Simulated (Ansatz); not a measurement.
# AlH− (doublet): one geometry, many settings at distance Al1–H2 = 2.049 Å

Aim: run AlH− (doublet) at one geometry under a spread of methods and options, and see what each costs and gives.

Program: Ansatz 0.2.0, Gaussian basis. Level of theory: the settings change from run to run. These are calculated values, not measurements.

19 further runs of the same task are left out: 11 that didn't finish, 8 set aside as unsound or not needed.

## 1. The geometry

The geometry derives from a PBE0/def2-TZVPD stationary point (not a proven minimum). One bond is set to the value named and the two fragments are kept rigid.

2 atoms, charge -1, spin multiplicity 2.

Atoms are counted from 1 here; the program's logs count them from 0.

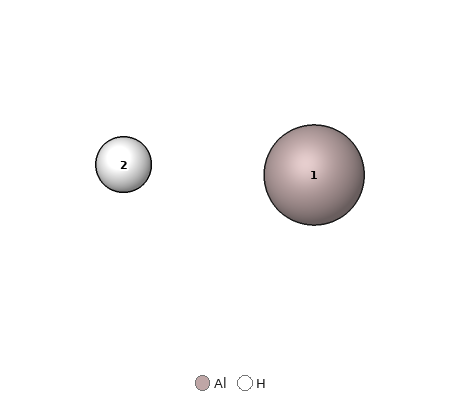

The structure; aluminium light grey, hydrogen white; atoms are numbered from 1 in the order of the file.

Coordinates:

```
Al    0.00000    0.00000    0.00000
H     0.00000    0.00000    2.04900
```

## 2. CASSCF(1,4)/cc-pVDZ

Input file in.yaml:

```yaml
crystal:
  periodic: [false, false, false]
  atoms:
    - {symbol: Al, position_ang: [0.000000, 0.000000, 0.000000]}
    - {symbol: H, position_ang: [0.000000, 0.000000, 2.049000]}
basis:
  gaussian: {orbitals: cc-pVDZ, point_charges: [{charge: 0.50, position_ang: [3.956, -0.439, 0.339]}]}
total_charge: -1
magnetization: {spin_polarized: false, initial_magnetization: 1}
correlation: {active_space: {window: {electrons: 1, orbitals: 4}}}
scf: {lower_state_search: full}
output: {forces: true}
```

Command:

```sh
ansatz run in.yaml --threads 1 --pin off --events-out ev --progress --plain --max-ram 2393MiB
```

The program printed:

```text
Functional definition: HF
  name "HF"
  cite "Fock, Z. Phys. 61, 126 (1930) doi:10.1007/BF01340294"
  parent pbe
  exchange = exact_x
  correlation = 0
224 factors; integrals over basis functions are off by at most 1.6e-3 eV
mean field evaluation 1: about -6598.1562 eV, gradient 6.0e0 eV
mean field evaluation 2: about -6598.1573 eV, gradient 6.0e0 eV
mean field evaluation 4: about -6598.5473 eV, gradient 5.3e-1 eV
mean field evaluation 8: about -6598.5517 eV, gradient 1.9e-3 eV
mean field evaluation 16: about -6598.5501 eV, gradient 3.1e-1 eV
mean field evaluation 32: about -6598.5161 eV, gradient 1.7e0 eV
mean field evaluation 64: about -6598.0018 eV, gradient 5.9e0 eV
mean field -6598.55167359 eV, -242.4923013456 hartree, gradient 6.9e-6 eV, S^2 0.750000; 8 other end points of the search recorded, 0 dependent functions left out
reference -6598.55167359 eV, -242.4923013456 hartree; 8, 7 occupied and 15, 16 virtual orbitals, 224 factors
state -6598.55167359 eV, -242.4923013456 hartree
the calculation of the forces begins
Total energy: -6598.55167359 eV, -242.4923013456 hartree
Atom 0 at     0.000000     0.000000     0.000000 Å, force     0.525019    -0.058262     1.448280 eV/Å
Atom 1 at     0.000000     0.000000     2.049000 Å, force     0.021548    -0.002391    -1.412604 eV/Å
Dipole moment:    -0.241929     0.026847    -0.266601 e Å
```

It took 0.21 s on 1 thread of Arm Neoverse V2, shared host.

From the report: 4 determinants; active occupations 1.00, 0.00, 0.00, 0.00. With so small a space the active step adds no correlation: the energy is the mean field's.

## 3. MP2 on ROHF/aug-cc-pVDZ

Input file in.yaml:

```yaml
crystal:
  periodic: [false, false, false]
  atoms:
    - {symbol: Al, position_ang: [0.000000, 0.000000, 0.000000]}
    - {symbol: H, position_ang: [0.000000, 0.000000, 2.049000]}
basis:
  gaussian: {orbitals: aug-cc-pVDZ}
total_charge: -1
magnetization: {spin_polarized: false, initial_magnetization: 1}
correlation: {method: mp2, electrons: outside_noble_gas}
```

The command is unchanged.

The program printed, cut to the lines that bear on the results:

```text
Functional definition: HF
  name "HF"
  cite "Fock, Z. Phys. 61, 126 (1930) doi:10.1007/BF01340294"
  parent pbe
[...]
356 factors; integrals over basis functions are off by at most 5.9e-4 eV
[...]
mean field -6596.96051295 eV, -242.4338272705 hartree, gradient 5.9e-6 eV, S^2 0.750000; 15 other end points of the search recorded, 0 dependent functions left out
[...]
5 core orbitals not correlated: weight in the atoms' cores, before any rotation towards them, 1.000 or more for the frozen orbitals, at most 0.000 for the correlated occupied ones
reference -6596.96051295 eV, -242.4338272705 hartree; 3, 2 occupied and 28, 29 virtual orbitals, 356 factors
second order -1.75906517 eV of doubles, -0.03325134 eV of singles
Total energy: -6598.75282946 eV, -242.4996936872 hartree
```

Run time: 0.66 s. Hardware: 1 thread of Arm Neoverse V2, shared host.

## 4. BCCD/def2-mTZVP

Input file in.yaml:

```yaml
crystal:
  periodic: [false, false, false]
  atoms:
    - {symbol: Al, position_ang: [0.000000, 0.000000, 0.000000]}
    - {symbol: H, position_ang: [0.000000, 0.000000, 2.049000]}
basis:
  gaussian: {orbitals: def2-mTZVP}
total_charge: -1
magnetization: {spin_polarized: true, initial_magnetization: 1}
hamiltonian: {xc: {name: PBE}}
correlation: {method: bccd, electrons: outside_noble_gas}
accuracy: high
scf: {omitted_lower_state_checks: [cluster_reference]}
```

Launched as before.

The program printed, cut to the lines that bear on the results:

```text
Functional definition: PBE
  name "PBE"
  cite "Perdew, Burke & Ernzerhof, Phys. Rev. Lett. 77, 3865 (1996) doi:10.1103/PhysRevLett.77.3865"
  parent pbe
[...]
375 factors; integrals over basis functions are off by at most 3.2e-9 eV
[...]
mean field -6607.64462998 eV, -242.8264613295 hartree, gradient 1.2e-8 eV, S^2 0.751975; 4 other end points of the search recorded, 0 dependent functions left out
5 core orbitals not correlated: weight in the atoms' cores, before any rotation towards them, 1.000 or more for the frozen orbitals, at most 0.000 for the correlated occupied ones
reference -6596.47342811 eV, -242.4159272327 hartree; 3, 2 occupied and 17, 18 virtual orbitals, 375 factors
second order -1.19568195 eV of doubles, -0.10780893 eV of singles
cycle   1  -1.55918680 eV  change   -2.6e-1 eV  update   6.0e-2
[...]
cycle  23  -1.73158285 eV  change  -1.4e-10 eV  update  3.3e-10
Total energy: -6598.20501096 eV, -242.4795617286 hartree
Checks for a lower state left out: cluster_reference
```

It took 1.7 s on 1 thread of Arm Neoverse V2, shared host.

From the report: ⟨S²⟩ of the determinant 0.752 (pure doublet: 0.75); correlation -1.7316 eV; largest double amplitude 0.10.

## 5. NEVPT4(SD)(1,7)/aug-cc-pVDZ

Input file in.yaml:

```yaml
crystal:
  periodic: [false, false, false]
  atoms:
    - {symbol: Al, position_ang: [0.000000, 0.000000, 0.000000]}
    - {symbol: H, position_ang: [0.000000, 0.000000, 2.049000]}
basis:
  gaussian: {orbitals: aug-cc-pVDZ}
total_charge: -1
magnetization: {spin_polarized: false, initial_magnetization: 1}
hamiltonian: {pseudopotentials: {relativity: none}}
correlation: {method: fic_nevpt4_sd, electrons: outside_noble_gas, active_space: {window: {electrons: 1, orbitals: 7}}}
```

Launched as before.

The program printed, cut to the lines that bear on the results:

```text
Functional definition: HF
  name "HF"
  cite "Fock, Z. Phys. 61, 126 (1930) doi:10.1007/BF01340294"
  parent pbe
[...]
356 factors; integrals over basis functions are off by at most 5.9e-4 eV
[...]
mean field -6596.96051295 eV, -242.4338272705 hartree, gradient 5.9e-6 eV, S^2 0.750000; 15 other end points of the search recorded, 0 dependent functions left out
reference -6596.96051295 eV, -242.4338272705 hartree; 8, 7 occupied and 28, 29 virtual orbitals, 356 factors
state -6596.96051295 eV, -242.4338272705 hartree
state -6596.96051295 eV, -242.4338272705 hartree; corrected -6599.41046191 eV, -242.5238612340 hartree
WARN: 6 active orbitals are nearly empty or full. The corrections depend on them more than the energy does, and are more stable in an active space without them
Total energy: -6599.41046191 eV, -242.5238612340 hartree
```

Run time: 1.4 s. Hardware: 1 thread of Arm Neoverse V2, shared host.

From the report: 2 determinants; active occupations 1.00, 0.00, 0.00, 0.00, 0.00, 0.00, 0.00. The report marks this result as in doubt.

## 6. CCSDT(Q) on UHF/def2-SVP

Input file in.yaml:

```yaml
crystal:
  periodic: [false, false, false]
  atoms:
    - {symbol: Al, position_ang: [0.000000, 0.000000, 0.000000]}
    - {symbol: H, position_ang: [0.000000, 0.000000, 2.049000]}
basis:
  gaussian: {orbitals: def2-SVP, fitting: {mean_field: def2-universal-jkfit}}
total_charge: -1
magnetization: {spin_polarized: true, initial_magnetization: 1}
correlation: {method: ccsdt_q, electrons: outside_noble_gas}
```

The command is unchanged.

The program printed:

```text
Functional definition: HF
  name "HF"
  cite "Fock, Z. Phys. 61, 126 (1930) doi:10.1007/BF01340294"
  parent pbe
  exchange = exact_x
  correlation = 0
146 factors; integrals over basis functions are off by at most 5.2e-1 eV
mean field evaluation 1: about -6593.9838 eV, gradient 4.9e0 eV
mean field evaluation 2: about -6594.3407 eV, gradient 1.6e0 eV
mean field evaluation 4: about -6594.3998 eV, gradient 1.9e-1 eV
mean field evaluation 8: about -6594.3407 eV, gradient 1.6e0 eV
mean field evaluation 16: about -6594.4012 eV, gradient 7.1e-4 eV
mean field evaluation 32: about -6594.3732 eV, gradient 3.3e-1 eV
mean field evaluation 64: about -6592.5076 eV, gradient 1.2e-3 eV
mean field evaluation 96: about -6591.5057 eV, gradient 6.9e-1 eV
mean field evaluation 128: about -6592.5076 eV, gradient 2.0e-3 eV
mean field evaluation 160: about -6591.4214 eV, gradient 9.8e-2 eV
mean field -6594.40121154 eV, -242.3397746785 hartree, gradient 1.1e-6 eV, S^2 0.764603; 9 other end points of the search recorded, 0 dependent functions left out
determinant -6594.40121154 eV, -242.3397746785 hartree, with singles and doubles -6596.34894877 eV, -242.4113527013 hartree
determinant -6592.60265221 eV, -242.2736788422 hartree, with singles and doubles -6594.26281303 eV, -242.3346886269 hartree
determinant -6592.50755759 eV, -242.2701841792 hartree, with singles and doubles -6594.38078733 eV, -242.3390241024 hartree
determinant -6591.54535294 eV, -242.2348238107 hartree, with singles and doubles -6593.39087306 eV, -242.3026454240 hartree
determinant -6591.42188595 eV, -242.2302864824 hartree, with singles and doubles -6593.45528524 eV, -242.3050125279 hartree
5 core orbitals not correlated: weight in the atoms' cores, before any rotation towards them, 1.000 or more for the frozen orbitals, at most 0.000 for the correlated occupied ones
reference -6594.40121154 eV, -242.3397746785 hartree; 3, 2 occupied and 15, 16 virtual orbitals, 146 factors
second order -1.38797886 eV of doubles, -0.00000000 eV of singles
cycle   1  -1.73613366 eV  change   -3.5e-1 eV  update   6.8e-2
cycle   2  -1.98097041 eV  change   -2.4e-1 eV  update   3.4e-2
cycle   3  -1.99599186 eV  change   -1.5e-2 eV  update   9.8e-3
cycle   4  -2.00159167 eV  change   -5.6e-3 eV  update   3.8e-3
cycle   5  -2.00093265 eV  change    6.6e-4 eV  update   1.2e-3
cycle   6  -2.00040218 eV  change    5.3e-4 eV  update   5.3e-4
cycle   7  -2.00085398 eV  change   -4.5e-4 eV  update   2.4e-4
cycle   8  -2.00091394 eV  change   -6.0e-5 eV  update   1.1e-4
cycle   9  -2.00081207 eV  change    1.0e-4 eV  update   5.6e-5
cycle  10  -2.00085235 eV  change   -4.0e-5 eV  update   2.7e-5
cycle  11  -2.00085966 eV  change   -7.3e-6 eV  update   1.2e-5
cycle  12  -2.00086085 eV  change   -1.2e-6 eV  update   4.8e-6
cycle  13  -2.00085768 eV  change    3.2e-6 eV  update   1.5e-6
cycle  14  -2.00085829 eV  change   -6.1e-7 eV  update   5.0e-7
cycle  15  -2.00085838 eV  change   -9.0e-8 eV  update   1.7e-7
perturbative correction -0.00074614 eV, -0.0000274203 hartree
Total energy: -6596.40281606 eV, -242.4133322879 hartree
```

It took 1.1 s on 1 thread of Arm Neoverse V2, shared host.

From the report: ⟨S²⟩ of the determinant 0.765 (pure doublet: 0.75); correlation -2.0016 eV; T1 0.021; largest double amplitude 0.12.

## 7. BCCD/aug-cc-pVDZ

Input file in.yaml:

```yaml
crystal:
  periodic: [false, false, false]
  atoms:
    - {symbol: Al, position_ang: [0.000000, 0.000000, 0.000000]}
    - {symbol: H, position_ang: [0.000000, 0.000000, 2.049000]}
basis:
  gaussian: {orbitals: aug-cc-pVDZ}
total_charge: -1
magnetization: {spin_polarized: true, initial_magnetization: 1}
hamiltonian: {xc: {name: PBE}}
correlation: {method: bccd, electrons: outside_noble_gas, diis_vectors: 12}
scf: {lower_state_search: full}
output: {forces: true}
```

Same command.

The program printed, cut to the lines that bear on the results:

```text
Functional definition: PBE
  name "PBE"
  cite "Perdew, Burke & Ernzerhof, Phys. Rev. Lett. 77, 3865 (1996) doi:10.1103/PhysRevLett.77.3865"
  parent pbe
[...]
356 factors; integrals over basis functions are off by at most 5.9e-4 eV
[...]
mean field -6607.89773025 eV, -242.8357625929 hartree, gradient 4.6e-6 eV, S^2 0.754275; 15 other end points of the search recorded, 0 dependent functions left out
5 core orbitals not correlated: weight in the atoms' cores, before any rotation towards them, 1.000 or more for the frozen orbitals, at most 0.000 for the correlated occupied ones
reference -6596.80553198 eV, -242.4281318250 hartree; 3, 2 occupied and 28, 29 virtual orbitals, 356 factors
second order -1.83337546 eV of doubles, -0.11221752 eV of singles
cycle   1  -2.33675729 eV  change   -3.9e-1 eV  update   7.1e-2
[...]
cycle  15  -2.52787042 eV  change    2.6e-8 eV  update   3.0e-7
[...]
Total energy: -6599.33340241 eV, -242.5210293496 hartree
Atom 0 at     0.000000     0.000000     0.000000 Å, force     0.000000    -0.000000     1.243424 eV/Å
Atom 1 at     0.000000     0.000000     2.049000 Å, force    -0.000000    -0.000000    -1.243424 eV/Å
Dipole moment:    -0.000000     0.000000    -0.293450 e Å
```

It took 6 s on 1 thread of Arm Neoverse V2, shared host.

From the report: ⟨S²⟩ of the determinant 0.754 (pure doublet: 0.75); correlation -2.5279 eV; largest double amplitude 0.06.

## 8. BCCD on UHF/pcseg-2

Input file in.yaml:

```yaml
crystal:
  periodic: [false, false, false]
  atoms:
    - {symbol: Al, position_ang: [0.000000, 0.000000, 0.000000]}
    - {symbol: H, position_ang: [0.000000, 0.000000, 2.049000]}
basis:
  gaussian: {orbitals: pcseg-2}
total_charge: -1
magnetization: {spin_polarized: true, initial_magnetization: 1}
correlation: {method: bccd, electrons: outside_noble_gas}
output: {forces: true}
```

Same command.

The program printed, cut to the lines that bear on the results:

```text
Functional definition: HF
  name "HF"
  cite "Fock, Z. Phys. 61, 126 (1930) doi:10.1007/BF01340294"
  parent pbe
[...]
295 factors; integrals over basis functions are off by at most 9.5e-4 eV
[...]
mean field -6596.82475243 eV, -242.4288381635 hartree, gradient 6.7e-6 eV, S^2 0.760521; 8 other end points of the search recorded, 0 dependent functions left out
determinant -6596.82475243 eV, -242.4288381635 hartree, with singles and doubles -6599.07354148 eV, -242.5114796369 hartree
determinant -6595.13776947 eV, -242.3668426831 hartree, with singles and doubles -6596.90661223 eV, -242.4318464557 hartree
determinant -6595.04982709 eV, -242.3636108602 hartree, with singles and doubles -6597.03303251 eV, -242.4364923153 hartree
determinant -6594.61525153 eV, -242.3476405030 hartree, with singles and doubles -6596.94924950 eV, -242.4334133463 hartree
determinant -6594.27696796 eV, -242.3352088112 hartree, with singles and doubles -6596.25356579 eV, -242.4078474416 hartree
5 core orbitals not correlated: weight in the atoms' cores, before any rotation towards them, 1.000 or more for the frozen orbitals, at most 0.000 for the correlated occupied ones
reference -6596.82475243 eV, -242.4288381635 hartree; 3, 2 occupied and 40, 41 virtual orbitals, 295 factors
second order -1.66089888 eV of doubles, -0.00000000 eV of singles
cycle   1  -2.17758699 eV  change   -9.7e-2 eV  update   1.5e-2
[...]
cycle  14  -2.18250089 eV  change   8.2e-10 eV  update   5.2e-8
[...]
Total energy: -6599.00725333 eV, -242.5090435920 hartree
Atom 0 at     0.000000     0.000000     0.000000 Å, force     0.000000    -0.000000     1.336968 eV/Å
Atom 1 at     0.000000     0.000000     2.049000 Å, force    -0.000000    -0.000000    -1.336968 eV/Å
Dipole moment:    -0.000000    -0.000000    -0.382308 e Å
```

Wall time 2.4 s (1 thread of Arm Neoverse V2, shared host).

From the report: ⟨S²⟩ of the determinant 0.761 (pure doublet: 0.75); correlation -2.1825 eV; largest double amplitude 0.06.

## 9. CCSDT(Q)/B on ROHF/def2-SVPD

Input file in.yaml:

```yaml
crystal:
  periodic: [false, false, false]
  atoms:
    - {symbol: Al, position_ang: [0.000000, 0.000000, 0.000000]}
    - {symbol: H, position_ang: [0.000000, 0.000000, 2.049000]}
basis:
  gaussian: {orbitals: def2-SVPD}
total_charge: -1
magnetization: {spin_polarized: false, initial_magnetization: 1}
correlation: {method: ccsdt_q_b, electrons: outside_noble_gas}
accuracy: high
```

The command is unchanged.

The program printed, cut to the lines that bear on the results:

```text
Functional definition: HF
  name "HF"
  cite "Fock, Z. Phys. 61, 126 (1930) doi:10.1007/BF01340294"
  parent pbe
[...]
506 factors; integrals over basis functions are off by at most 2.4e-9 eV
[...]
mean field -6594.39974933 eV, -242.3397209433 hartree, gradient 5.9e-9 eV, S^2 0.750000; 9 other end points of the search recorded, 0 dependent functions left out
[...]
determinant -6594.39974933 eV, -242.3397209433 hartree, with singles and doubles -6596.77406007 eV, -242.4269752537 hartree
determinant -6593.09126838 eV, -242.2916351551 hartree, with singles and doubles -6595.36575979 eV, -242.3752211726 hartree
determinant -6591.96361364 eV, -242.2501946078 hartree, with singles and doubles -6594.38012527 eV, -242.3389997721 hartree
5 core orbitals not correlated: weight in the atoms' cores, before any rotation towards them, 1.000 or more for the frozen orbitals, at most 0.000 for the correlated occupied ones
reference -6594.39974933 eV, -242.3397209433 hartree; 3, 2 occupied and 24, 25 virtual orbitals, 506 factors
second order -1.68029511 eV of doubles, -0.05457482 eV of singles
cycle   1  -2.15608952 eV  change   -4.2e-1 eV  update   7.7e-2
[...]
cycle  28  -2.46303265 eV  change   2.6e-10 eV  update  4.4e-10
perturbative correction -0.00209587 eV, -0.0000770216 hartree
Total energy: -6596.86487785 eV, -242.4303127454 hartree
```

It took 3.6 s on 1 thread of Arm Neoverse V2, shared host.

From the report: correlation -2.4651 eV; T1 0.029; largest double amplitude 0.09.

## 10. CCSD/aug-cc-pVDZ

Input file in.yaml:

```yaml
crystal:
  periodic: [false, false, false]
  atoms:
    - {symbol: Al, position_ang: [0.000000, 0.000000, 0.000000]}
    - {symbol: H, position_ang: [0.000000, 0.000000, 2.049000]}
basis:
  gaussian: {orbitals: aug-cc-pVDZ}
total_charge: -1
magnetization: {spin_polarized: true, initial_magnetization: 1}
hamiltonian: {xc: {name: PBE0}}
correlation: {method: ccsd, electrons: valence, diis_vectors: 12}
```

Launched as before.

The program printed, cut to the lines that bear on the results:

```text
Functional definition: PBE0
  name "PBE0"
  cite "Adamo & Barone, J. Chem. Phys. 110, 6158 (1999) doi:10.1063/1.478522"
  cite "Perdew, Burke & Ernzerhof, Phys. Rev. Lett. 77, 3865 (1996) doi:10.1103/PhysRevLett.77.3865"
  parent pbe
[...]
356 factors; integrals over basis functions are off by at most 5.9e-4 eV
[...]
mean field -6608.48289640 eV, -242.8572670520 hartree, gradient 2.4e-6 eV, S^2 0.756249; 7 other end points of the search recorded, 0 dependent functions left out
5 core orbitals not correlated: weight in the atoms' cores, before any rotation towards them, 1.000 or more for the frozen orbitals, at most 0.000 for the correlated occupied ones
reference -6596.91171383 eV, -242.4320339359 hartree; 3, 2 occupied and 28, 29 virtual orbitals, 356 factors
second order -1.79996699 eV of doubles, -0.06463519 eV of singles
cycle   1  -2.26142287 eV  change   -4.0e-1 eV  update   6.9e-2
[...]
cycle  11  -2.45307992 eV  change   -4.2e-6 eV  update   4.8e-6
Total energy: -6599.36479375 eV, -242.5221829603 hartree
```

Run time: 3.2 s. Hardware: 1 thread of Arm Neoverse V2, shared host.

From the report: ⟨S²⟩ of the determinant 0.756 (pure doublet: 0.75); correlation -2.4531 eV; T1 0.013; largest double amplitude 0.07. The orbitals are Kohn-Sham ones, so correlation energy and T1 don't compare with those on Hartree-Fock orbitals.

## 11. The runs in one table

Where basis and cores are those of an earlier FCI/aug-cc-pVDZ run (-6599.4999 eV), and the state is the same kind, the miss against it is given. † marks a result that the program doubts.

```tsv
level	correlated	functions	energy (eV)	from FCI (meV)	time
CASSCF(1,4)/cc-pVDZ (beside a point charge)		23	-6598.5517		0.21 s
MP2 on ROHF/aug-cc-pVDZ	outside noble gas	36	-6598.7528	747.1	0.66 s
BCCD/def2-mTZVP (on PBE orbitals)	outside noble gas	25	-6598.2050		1.7 s
NEVPT4(SD)(1,7)/aug-cc-pVDZ †	outside noble gas	36	-6599.4105		1.4 s
CCSDT(Q) on UHF/def2-SVP	outside noble gas	23	-6596.4028		1.1 s
BCCD/aug-cc-pVDZ (on PBE orbitals)	outside noble gas	36	-6599.3334	166.5	6 s
BCCD on UHF/pcseg-2	outside noble gas	48	-6599.0073		2.4 s
CCSDT(Q)/B on ROHF/def2-SVPD	outside noble gas	32	-6596.8649		3.6 s
CCSD/aug-cc-pVDZ (on PBE0 orbitals)	valence	36	-6599.3648	135.1	3.2 s
```

## 12. What came out

| quantity | value |
| --- | --- |
| runs | 9 |
| quickest | CASSCF(1,4)/cc-pVDZ (beside a point charge), 0.21 s |
| slowest | BCCD/aug-cc-pVDZ (on PBE orbitals), 6 s |

**Reading.** Total energies in different bases, with other cores or another treatment of relativity can't be set against each other. BCCD/aug-cc-pVDZ (on PBE orbitals) took 29 times as long as CASSCF(1,4)/cc-pVDZ (beside a point charge); the jobs differ in more than the method. Among the correlated runs with a miss given, it spans +135 to +747 meV. Cores frozen from Kohn-Sham orbitals shift the total energy.
